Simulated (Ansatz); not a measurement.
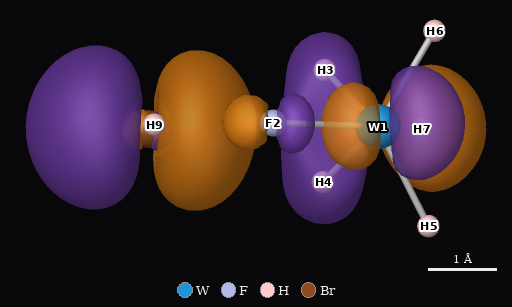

FH$_{5}$W···HBr. One frontier orbital at ±0.1 Å⁻³ᐟ² (orange and purple are the two phases), seen from one side.

Core potentials replace the inner electrons of W; not at a stationary point (largest force 1.4 eV/Å).

Computed with Ansatz 0.2.0, RKS PBE0/def2-mTZVP.

```yaml
atoms:
  - { symbol: W, position_ang: [-0.4219, -0.4280, 0.3147] }
  - { symbol: F, position_ang: [-0.0107, -0.0337, 2.1004] }
  - { symbol: H, position_ang: [1.1357, -0.0600, -0.0797] }
  - { symbol: H, position_ang: [-0.0483, 1.1246, -0.0868] }
  - { symbol: H, position_ang: [-1.7151, 0.3493, -0.4761] }
  - { symbol: H, position_ang: [0.3249, -1.7298, -0.4923] }
  - { symbol: H, position_ang: [-0.0833, -0.0890, -1.3101] }
  - { symbol: Br, position_ang: [2.1211, 2.2388, 1.2036] }
  - { symbol: H, position_ang: [1.4446, 1.4895, 2.3163] }
```

### Which orbital is it: HOMO or LUMO?

The HOMO, at −7.93 eV. It lies mainly on Br8 (about 55 %), W1 (about 20 %) and H7 (about 10 %).
